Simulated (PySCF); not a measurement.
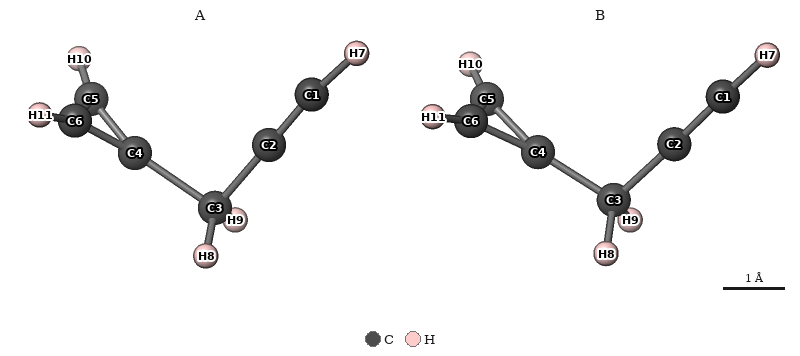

Two geometries of C6H5 (charge +1), drawn at one scale. One is the start of a relaxation, the other its converged end. The picture is a ball-and-stick view, seen from a free direction.

All numbers below come from PySCF, PBE0-D3(BJ)/def2-SVP geometry optimisation, gas phase. 

Question: Which of the two is the end point?

Answer: Structure B is the relaxed one. The start comes from GFN2-xTB. Its atoms were then displaced at random by about 0.03 Å. Over 7 geometry steps the energy falls by 94.2 kJ/mol. The largest move after the best rigid fit is that of C1, 0.21 Å. Largest moves by element: C 0.21 Å, H 0.18 Å. Among the contacts that change: C3–C4 1.598 → 1.475 Å, C4–C5 1.293 → 1.373 Å, C6–H11 1.027 → 1.093 Å, C1–C2 1.146 → 1.209 Å. Among the angles between lasting bonds that change: H8–C3–H9 120.1° → 109.3°, C2–C3–C4 96.5° → 104.6°, C2–C1–H7 170.8° → 178.5°. The run took 27 s on 1 thread of Intel(R) Xeon(R) Platinum 8375C CPU @ 2.90GHz (shared host).
